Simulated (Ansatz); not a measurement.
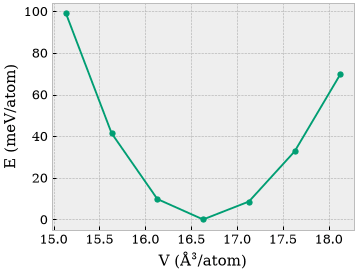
Figure: YRh₅ in space group P6/mmm (No. 191; Rh on 2c, Y on 1a, Rh on 3g) under volume change, plane-wave PAW r²SCAN (Ansatz code), shape and atoms relaxed at each volume.

Question: What does a third-order Birch–Murnaghan fit give for V₀, B₀ and B′?

Answer: V₀ = 16.63 Å³/atom, B₀ = 196 GPa, B′ = 4.8.

The workflow started from an entry of the Crystallography Open Database (COD). Its standing as an ambient phase is unchecked. Symmetry was held in the r²SCAN relaxation; its stability against distortions is not shown here. The run is not spin-polarised.

Potentials: the later of the program's two PAW sets.
